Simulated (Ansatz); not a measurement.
# Work function of Rh(111): what the settings cost and change, part 2 of 2

Aim: the work function of Rh(111) against thickness and vacuum, with the cost.

Ansatz 0.2.0; plane-wave DFT, PBE, Ansatz PAW.

So far, work function, upper face (eV): step 2 (run, setting 1 layer) 5.92; step 4 (run, 3 atoms) 5.10; step 5 (run, 4 atoms) 5.18; step 6 (run, 5 atoms) 5.17; step 7 (slab, 6 atoms) 5.16.

**8. Slab, 8 atoms**

System of this step: Rh(111). The cell holds 8 atoms: 8 Rh. Its edges and angles: a = 2.687 Å, b = 2.687 Å, c = 33.358 Å, α = 90.0°, β = 90.0°, γ = 60.0°. Vacuum lies along c.

input.yaml

```yaml
crystal:
  lattice:
    - [2.6870057685, 0.0, 0.0]
    - [1.3435028843, 2.3270152556, 0.0]
    - [0.0, 0.0, 33.3575171604]
  atoms:
    - { symbol: Rh, position: [0.6666666667, 0.6666666667, 0.269804253] }
    - { symbol: Rh, position: [0.0, 0.0, 0.3355744664] }
    - { symbol: Rh, position: [0.3333333333, 0.3333333333, 0.4013446799] }
    - { symbol: Rh, position: [0.6666666667, 0.6666666667, 0.4671148933] }
    - { symbol: Rh, position: [0.0, 0.0, 0.5328851067] }
    - { symbol: Rh, position: [0.3333333333, 0.3333333333, 0.5986553201] }
    - { symbol: Rh, position: [0.6666666667, 0.6666666667, 0.6644255336] }
    - { symbol: Rh, position: [0.0, 0.0, 0.730195747] }
kpoints:
  mp_grid: { grid: [17, 17, 1] }
hamiltonian:
  xc: pbe
scf:
  occupations: { method: fermi_dirac, width: 0.1 }
  convergence: { dr2_threshold: 1.0e-09 }
efield:
  axis: 3
  dipole_correction: true
  ramp_position: 0.97
  ramp_width: 0.06
output:
  write_potential: true
  write_density: true
  volumetric_format: npy
```

The run is started by

```console
$ ansatz run input.yaml --threads 2 --pin off --max-ram 3072MiB --backend cpu --events-out ev --progress --plain --runs-dir out
```

Numbers of over 12 decimals in the logs are rounded to 6 here.

Output:

```text
[...]
Crystal: 8 atoms, lattice volume = 208.575 Å³
Basis set: ecut = 420 eV, 4113 PW (Γ)
Bands: 82, of which v1, the nominal top of the filled ones, is band 68 counted from 1 (67 counted from 0)
Symmetry: 6 space group operations
k-points: 33 of 289 (time reversal used)
[...]
k-point 0: bands = [... 64 lower, 8.3402, 8.3402, 8.4095, 8.4095, 8.6304, 8.6304, 8.9329, 8.9980, ... 10 higher]
  k-point 1: bands = [... 64 lower, 8.2902, 8.3296, 8.3655, 8.4712, 8.4842, 8.6530, 8.7601, 9.0058, ... 10 higher]
  k-point 2: bands = [... 64 lower, 7.9194, 8.1595, 8.2213, 8.3479, 8.4485, 8.4937, 8.7002, 8.7191, ... 10 higher]
  k-point 32: bands = [... 64 lower, 9.2527, 9.2897, 9.4476, 9.5488, 9.6416, 9.6711, 9.8058, 9.8169, ... 10 higher]
[key lines of the parts left out:]
SCF converged after 10 iterations
Free energy (F): -51221.672889 eV
Fermi energy:    9.369645 eV
Dipole field:    D = 0.000001 V/Å  (p = 0.000001 e·Å, saw-weighted, corrected)
Work function:   Φ+ = 5.1708 eV   Φ− = 5.1709 eV
```

The job ended after 96 s (2 threads of Arm Neoverse N1, shared host; peak memory 0.83 GiB; 2.8 min of CPU time).

The work function is 5.171 eV, +0.012 eV from the run “6 layers”, at 1.6 times its CPU time.

**9. Run, 10 atoms**

System of this step: Rh(111). The cell holds 10 atoms: 10 Rh. Cell: a = 2.687 Å, b = 2.687 Å, c = 37.745 Å, α = 90.0°, β = 90.0°, γ = 60.0°. Vacuum lies along c.

input.yaml, the sections that differ from step 8:

```yaml
crystal:
  lattice:
    - [2.6870057685, 0.0, 0.0]
    - [1.3435028843, 2.3270152556, 0.0]
    - [0.0, 0.0, 37.7453792063]
  atoms:
    - { symbol: Rh, position: [0.0, 0.0, 0.2384397823] }
    - { symbol: Rh, position: [0.3333333333, 0.3333333333, 0.2965642751] }
    - { symbol: Rh, position: [0.6666666667, 0.6666666667, 0.3546887679] }
    - { symbol: Rh, position: [0.0, 0.0, 0.4128132608] }
    - { symbol: Rh, position: [0.3333333333, 0.3333333333, 0.4709377536] }
    - { symbol: Rh, position: [0.6666666667, 0.6666666667, 0.5290622464] }
    - { symbol: Rh, position: [0.0, 0.0, 0.5871867392] }
    - { symbol: Rh, position: [0.3333333333, 0.3333333333, 0.6453112321] }
    - { symbol: Rh, position: [0.6666666667, 0.6666666667, 0.7034357249] }
    - { symbol: Rh, position: [0.0, 0.0, 0.7615602177] }
# kpoints, hamiltonian, scf, efield, output: as in step 8
```

Output:

```text
[...]
Crystal: 10 atoms, lattice volume = 236.011 Å³
Basis set: ecut = 420 eV, 4693 PW (Γ)
Bands: 102, of which v1, the nominal top of the filled ones, is band 85 counted from 1 (84 counted from 0)
Symmetry: 6 space group operations
k-points: 33 of 289 (time reversal used)
[...]
k-point 1: bands = [... 81 lower, 9.7720, 9.9033, 9.9246, 10.0069, 10.0240, 10.0669, 10.1646, 10.2975, ... 13 higher]
  k-point 2: bands = [... 81 lower, 9.5958, 9.6241, 9.7792, 9.8686, 9.9021, 10.0300, 10.0606, 10.2199, ... 13 higher]
  k-point 32: bands = [... 81 lower, 10.8345, 10.8786, 11.0225, 11.0785, 11.1677, 11.2032, 11.2437, 11.3435, ... 13 higher]
[key lines of the parts left out:]
SCF converged after 10 iterations
Free energy (F): -64027.482888 eV
Fermi energy:    10.893319 eV
Dipole field:    D = 0.000000 V/Å  (p = 0.000000 e·Å, saw-weighted, corrected)
Work function:   Φ+ = 5.1671 eV   Φ− = 5.1671 eV
```

The job ended after 2.5 min (2 threads; peak memory 1.1 GiB).

The work function is 5.167 eV, -0.004 eV from the run “8 layers”, at 1.5 times its CPU time.

**10. Slab, 13 atoms**

System of this step: Rh(111). The cell holds 13 atoms: 13 Rh. Its edges and angles: a = 2.687 Å, b = 2.687 Å, c = 44.327 Å, α = 90.0°, β = 90.0°, γ = 60.0°. Vacuum lies along c.

input.yaml, the sections that differ from step 9:

```yaml
crystal:
  lattice:
    - [2.6870057685, 0.0, 0.0]
    - [1.3435028843, 2.3270152556, 0.0]
    - [0.0, 0.0, 44.327172275]
  atoms:
    - { symbol: Rh, position: [0.0, 0.0, 0.2030357349] }
    - { symbol: Rh, position: [0.3333333333, 0.3333333333, 0.2525297791] }
    - { symbol: Rh, position: [0.6666666667, 0.6666666667, 0.3020238233] }
    - { symbol: Rh, position: [0.0, 0.0, 0.3515178675] }
    - { symbol: Rh, position: [0.3333333333, 0.3333333333, 0.4010119116] }
    - { symbol: Rh, position: [0.6666666667, 0.6666666667, 0.4505059558] }
    - { symbol: Rh, position: [0.0, 0.0, 0.5] }
    - { symbol: Rh, position: [0.3333333333, 0.3333333333, 0.5494940442] }
    - { symbol: Rh, position: [0.6666666667, 0.6666666667, 0.5989880884] }
    - { symbol: Rh, position: [0.0, 0.0, 0.6484821325] }
    - { symbol: Rh, position: [0.3333333333, 0.3333333333, 0.6979761767] }
    - { symbol: Rh, position: [0.6666666667, 0.6666666667, 0.7474702209] }
    - { symbol: Rh, position: [0.0, 0.0, 0.7969642651] }
# kpoints, hamiltonian, scf, efield, output: as in step 9
```

Output:

```text
[...]
Crystal: 13 atoms, lattice volume = 277.165 Å³
Basis set: ecut = 420 eV, 5507 PW (Γ)
Bands: 133, of which v1, the nominal top of the filled ones, is band 111 counted from 1 (110 counted from 0)
Symmetry: 6 space group operations
k-points: 33 of 289 (time reversal used)
[...]
k-point 1: bands = [... 107 lower, 11.5498, 11.6279, 11.6524, 11.7061, 11.7093, 11.7953, 11.8626, 11.9696, ... 18 higher]
  k-point 2: bands = [... 107 lower, 11.3865, 11.4241, 11.5267, 11.6092, 11.6275, 11.7337, 11.7566, 11.8704, ... 18 higher]
  k-point 32: bands = [... 107 lower, 12.6690, 12.7095, 12.8280, 12.8366, 12.8702, 12.9558, 12.9719, 13.0034, ... 18 higher]
[key lines of the parts left out:]
SCF converged after 11 iterations
Free energy (F): -83236.195043 eV
Fermi energy:    12.610220 eV
Dipole field:    D = 0.000001 V/Å  (p = 0.000001 e·Å, saw-weighted, corrected)
Work function:   Φ+ = 5.1649 eV   Φ− = 5.1650 eV
```

It took 4.3 min on 2 threads; peak memory 1.5 GiB.

The work function is 5.165 eV, -0.002 eV from the run “10 layers”, at 1.8 times its CPU time.

**11. Run, 7 atoms**

System of this step: Rh(111). The cell holds 7 atoms: 7 Rh. Cell: a = 2.687 Å, b = 2.687 Å, c = 23.164 Å, α = 90.0°, β = 90.0°, γ = 60.0°. Vacuum lies along c.

input.yaml, the sections that differ from step 10:

```yaml
crystal:
  lattice:
    - [2.6870057685, 0.0, 0.0]
    - [1.3435028843, 2.3270152556, 0.0]
    - [0.0, 0.0, 23.1635861375]
  atoms:
    - { symbol: Rh, position: [0.0, 0.0, 0.215856041] }
    - { symbol: Rh, position: [0.3333333333, 0.3333333333, 0.310570694] }
    - { symbol: Rh, position: [0.6666666667, 0.6666666667, 0.405285347] }
    - { symbol: Rh, position: [0.0, 0.0, 0.5] }
    - { symbol: Rh, position: [0.3333333333, 0.3333333333, 0.594714653] }
    - { symbol: Rh, position: [0.6666666667, 0.6666666667, 0.689429306] }
    - { symbol: Rh, position: [0.0, 0.0, 0.784143959] }
# kpoints, hamiltonian, scf, efield, output: as in step 10
```

Output:

```text
[...]
Crystal: 7 atoms, lattice volume = 144.835 Å³
Basis set: ecut = 420 eV, 2879 PW (Γ)
Bands: 72, of which v1, the nominal top of the filled ones, is band 60 counted from 1 (59 counted from 0)
Symmetry: 6 space group operations
k-points: 33 of 289 (time reversal used)
[...]
k-point 1: bands = [... 56 lower, 11.9933, 12.1485, 12.1634, 12.3176, 12.3620, 12.6257, 12.7173, 12.8928, ... 8 higher]
  k-point 2: bands = [... 56 lower, 11.7428, 12.0027, 12.0865, 12.1353, 12.3187, 12.3640, 12.6490, 12.7190, ... 8 higher]
  k-point 32: bands = [... 56 lower, 13.0077, 13.1590, 13.2148, 13.3777, 13.4552, 13.5495, 13.5956, 19.4267, ... 8 higher]
[key lines of the parts left out:]
SCF converged after 10 iterations
Free energy (F): -44818.768792 eV
Fermi energy:    13.155878 eV
Dipole field:    D = -0.000000 V/Å  (p = -0.000000 e·Å, saw-weighted, corrected)
Work function:   Φ+ = 5.1612 eV (in doubt: plateau slope 3.0e-2 eV/Å)   Φ− = 5.1627 eV (in doubt: plateau slope 2.1e-2 eV/Å)
```

Run time: 58 s. Hardware: 2 threads; peak memory 0.6 GiB.

The work function is 5.161 eV. The program marks this work function as in doubt.

**12. Run, 7 atoms (run 2)**

The cell differs from the one that the last finished run ended in (c 23.164 → 27.164 Å).

input.yaml, the sections that differ from step 11:

```yaml
crystal:
  lattice:
    - [2.6870057685, 0.0, 0.0]
    - [1.3435028843, 2.3270152556, 0.0]
    - [0.0, 0.0, 27.1635861375]
  atoms:
    - { symbol: Rh, position: [0.0, 0.0, 0.257697933] }
    - { symbol: Rh, position: [0.3333333333, 0.3333333333, 0.3384652887] }
    - { symbol: Rh, position: [0.6666666667, 0.6666666667, 0.4192326443] }
    - { symbol: Rh, position: [0.0, 0.0, 0.5] }
    - { symbol: Rh, position: [0.3333333333, 0.3333333333, 0.5807673557] }
    - { symbol: Rh, position: [0.6666666667, 0.6666666667, 0.6615347113] }
    - { symbol: Rh, position: [0.0, 0.0, 0.742302067] }
# kpoints, hamiltonian, scf, efield, output: as in step 11
```

Output:

```text
[...]
Crystal: 7 atoms, lattice volume = 169.846 Å³
Basis set: ecut = 420 eV, 3349 PW (Γ)
Bands: 72, of which v1, the nominal top of the filled ones, is band 60 counted from 1 (59 counted from 0)
Symmetry: 6 space group operations
k-points: 33 of 289 (time reversal used)
[...]
k-point 1: bands = [... 56 lower, 9.2952, 9.4507, 9.4655, 9.6197, 9.6642, 9.9278, 10.0196, 10.1953, ... 8 higher]
  k-point 2: bands = [... 56 lower, 9.0450, 9.3049, 9.3886, 9.4376, 9.6204, 9.6662, 9.9511, 10.0213, ... 8 higher]
  k-point 32: bands = [... 56 lower, 10.3098, 10.4612, 10.5169, 10.6798, 10.7573, 10.8516, 10.8977, 16.7288, ... 8 higher]
[key lines of the parts left out:]
SCF converged after 10 iterations
Free energy (F): -44818.768798 eV
Fermi energy:    10.458013 eV
Dipole field:    D = 0.000000 V/Å  (p = 0.000000 e·Å, saw-weighted, corrected)
Work function:   Φ+ = 5.1655 eV   Φ− = 5.1656 eV
```

Run time: 71 s. Hardware: 2 threads; peak memory 0.66 GiB.

The work function is 5.166 eV, +0.004 eV from the run “7 layers, 10 Å of vacuum”, at 1.2 times its CPU time.

**13. Run, 7 atoms (run 3)**

The cell differs from the one that the last finished run ended in (c 27.164 → 39.164 Å).

input.yaml, the sections that differ from step 12:

```yaml
crystal:
  lattice:
    - [2.6870057685, 0.0, 0.0]
    - [1.3435028843, 2.3270152556, 0.0]
    - [0.0, 0.0, 39.1635861375]
  atoms:
    - { symbol: Rh, position: [0.0, 0.0, 0.3319410014] }
    - { symbol: Rh, position: [0.3333333333, 0.3333333333, 0.3879606676] }
    - { symbol: Rh, position: [0.6666666667, 0.6666666667, 0.4439803338] }
    - { symbol: Rh, position: [0.0, 0.0, 0.5] }
    - { symbol: Rh, position: [0.3333333333, 0.3333333333, 0.5560196662] }
    - { symbol: Rh, position: [0.6666666667, 0.6666666667, 0.6120393324] }
    - { symbol: Rh, position: [0.0, 0.0, 0.6680589986] }
# kpoints, hamiltonian, scf, efield, output: as in step 12
```

Output:

```text
[...]
Crystal: 7 atoms, lattice volume = 244.878 Å³
Basis set: ecut = 420 eV, 4853 PW (Γ)
Bands: 72, of which v1, the nominal top of the filled ones, is band 60 counted from 1 (59 counted from 0)
Symmetry: 6 space group operations
k-points: 33 of 289 (time reversal used)
[...]
k-point 0: bands = [... 56 lower, 4.6376, 4.6376, 4.7945, 4.7945, 4.9773, 5.1299, 5.1299, 5.5987, ... 8 higher]
  k-point 1: bands = [... 56 lower, 4.5080, 4.6634, 4.6783, 4.8325, 4.8770, 5.1406, 5.2324, 5.4081, ... 8 higher]
  k-point 2: bands = [... 56 lower, 4.2577, 4.5177, 4.6014, 4.6504, 4.8332, 4.8790, 5.1639, 5.2341, ... 8 higher]
  k-point 32: bands = [... 56 lower, 5.5226, 5.6739, 5.7297, 5.8926, 5.9701, 6.0644, 6.1105, 11.9416, ... 8 higher]
[key lines of the parts left out:]
SCF converged after 10 iterations
Free energy (F): -44818.768805 eV
Fermi energy:    5.670801 eV
Dipole field:    D = 0.000002 V/Å  (p = 0.000003 e·Å, saw-weighted, corrected)
Work function:   Φ+ = 5.1656 eV   Φ− = 5.1657 eV
```

Wall time 89 s (2 threads); peak memory 0.85 GiB.

The work function is 5.166 eV, +0.000 eV from the run “7 layers, 14 Å of vacuum”, at 1.3 times its CPU time.

**14. Side by side**

Times are for 2 threads of Arm Neoverse N1, shared host. The series side by side:

```
no.                   setting  work function, upper face (eV)     time  memory (GiB)
  1                   1 layer                           5.923    7.1 s          0.36
  2                  2 layers                           5.191     13 s          0.42
  3                  3 layers                           5.099     20 s          0.41
  4                  4 layers                           5.180     33 s          0.47
  5                  5 layers                           5.173     43 s          0.53
  6                  6 layers                           5.159     61 s          0.63
  7                  8 layers                           5.171     96 s          0.83
  8                 10 layers                           5.167  2.5 min           1.1
  9                 13 layers                           5.165  4.3 min           1.5
 10  7 layers, 10 Å of vacuum                           5.161     58 s           0.6
 11  7 layers, 14 Å of vacuum                           5.166     71 s          0.66
 12  7 layers, 26 Å of vacuum                           5.166     89 s          0.85
```

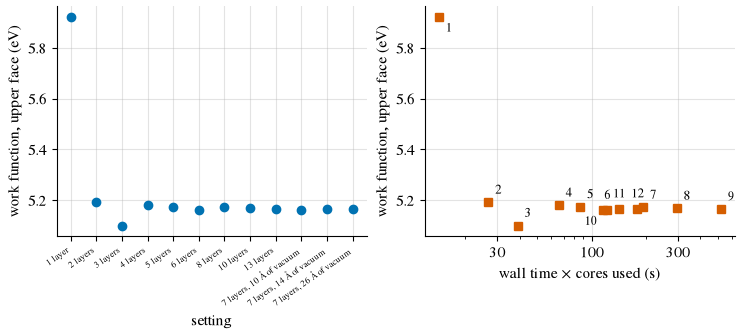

The series as plots; the last panel sets the first result against cost, with the runs numbered as in the table.

**15. The same run with other settings**

System of this step: Rh(111) monolayer. The cell holds 1 atom: 1 Rh. Cell: a = 2.687 Å, b = 2.687 Å, c = 18.000 Å, α = 90.0°, β = 90.0°, γ = 60.0°. Vacuum lies along c.

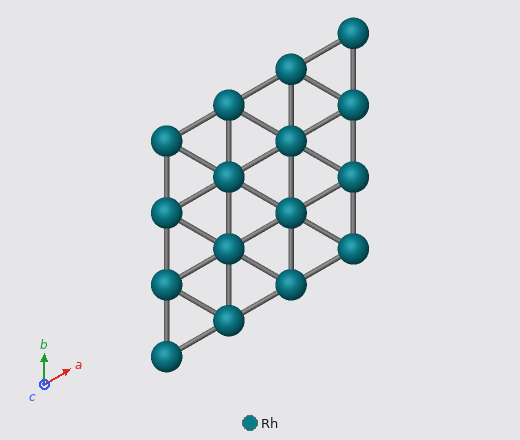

The cell of this step (rhodium blue). 4×4×1 cells are drawn.

An input spoilt on purpose, to show how the run answers: it repeats the earlier run “1 layer” with efield.ramp_width from 0.06 to 0.9, and scf.max_iter set to 60; its output block differs too.

input.yaml, the sections that differ from step 13:

```yaml
crystal:
  lattice:
    - [2.6870057685, 0.0, 0.0]
    - [1.3435028843, 2.3270152556, 0.0]
    - [0.0, 0.0, 18.0]
  atoms:
    - { symbol: Rh, position: [0.6666666667, 0.6666666667, 0.5] }
scf:
  occupations: { method: fermi_dirac, width: 0.1 }
  convergence: { dr2_threshold: 1.0e-09 }
  max_iter: 60
efield:
  axis: 3
  dipole_correction: true
  ramp_position: 0.97
  ramp_width: 0.9
# kpoints, hamiltonian, output: as in step 13
```

Output:

```text
Engine: ansatz 0.2.0, aarch64-unknown-linux-gnu
Pseudopotentials: kind: paw
Pseudopotential: Rh, paw, valence charge 17, recommended cutoff 420 eV (normal), Rh.paw.azcp
Functional definition: PBE
  parameter kappa = 0.804
  parameter beta = 0.066725
  exchange = pbe_x(kappa = kappa, mu = beta*pi^2/3)
  correlation = pbe_c(beta = beta)
Crystal: 1 atoms, lattice volume = 112.549 Å³
Basis set: ecut = 420 eV, 2251 PW (Γ)
Bands: 13, of which v1, the nominal top of the filled ones, is band 9 counted from 1 (8 counted from 0)
Symmetry: 12 space group operations
k-points: 33 of 289
Non-local potential: Rh, projectors of the file, l = 0: 3, l = 1: 2, l = 2: 2, l = 3: 1
PAW form: soft (Blöchl's): semilocal exchange-correlation on the pseudo side does not see the compensation charge
PAW one-centre angular grid: Rh, 590 points (default); XC on 64 Gauss nodes
Initial density: superposition of atomic densities (neutral atoms: chi_scale 0, normalization atom), corrected by the library's trained network
Initial wavefunctions: pseudopotential atomic-orbital guess
Functional: x = pbe(κ = 0.804, μ = 0.219515), c = pbe(β = 0.066725)
Error: efield: ion 0 (Rh) at fractional coordinate 0.5000 along the field axis lies inside the sawtooth ramp with 2 of the planes that the density is read on at each end, [0.9540, 0.8860] — the ramp must sit in vacuum (an ion there feels the fictitious reversed slope); set or move the ramp (efield.ramp_position / ramp_width) or move the geometry
```

Run time: 0.38 s. Hardware: 2 threads; peak memory 0.21 GiB.

The program refused the input before any cycle.

The program's message: “Error: efield: ion 0 (Rh) at fractional coordinate 0.5000 along the field axis lies inside the sawtooth ramp with 2 of the planes that the density is read on at each end, [0.9540, 0.8860] — the ramp m …”

The fault put into the input: a ramp so wide that it reaches the atoms.

**16. What came out**

| Property | Result |
| --- | --- |
| work function, 1 layer | 5.923 eV |
| work function, 3 layers | 5.099 eV |
| work function, 6 layers | 5.159 eV |
| work function, 13 layers | 5.165 eV |

**Reading.** The thickest slab gives 5.16 eV, and the settings tried spread the value from 5.10 to 5.92 eV. At 18 Å of vacuum, the slabs from 4 layers on stay within 0.02 eV of the thickest. Going from 10 to 26 Å of vacuum moves it by 0.004 eV. The program marks the value as in doubt in “7 layers, 10 Å of vacuum”. The ladder's slabs use the tabulated experimental lattice constant (two decimals; a low-temperature value for the alkali metals). The main runs have no spin polarisation; a magnetic state could lie lower and would change these results. In 1 run of the series (7 layers, 10 Å of vacuum) the program warns that electrons reach the sawtooth's ramp, which makes dipole and work function less sure.

Computed beside measured:

| quantity | measured | 13 layers |
| --- | --- | --- |
| work function (clean (111) face, a compiled value) (eV) | 5.46 | 5.16 (-0.30 eV) |

Measured values from arxiv:1902.07811 (2019).

Verdict: The work function is off by -0.30 eV: fair agreement. The grades are ours: good and fair within 3 and 7 % for the work function. No cell relaxation is part of this session.

[Logs are printed without paths, hosts, clocks, repeated set-up lines and the standing remarks that a program may print on its own settings, such as how far it seeks lower states.]

[Hosts, paths, dates, database ids (printed as entryN), source tags and the programs' standing remarks are cut or masked in the printed files.]

[Maps of the electrostatic potential energy from Ansatz leave out the sawtooth potential of an applied field or a dipole correction, so their vacuum need not be flat; planar profiles and work functions include it.]
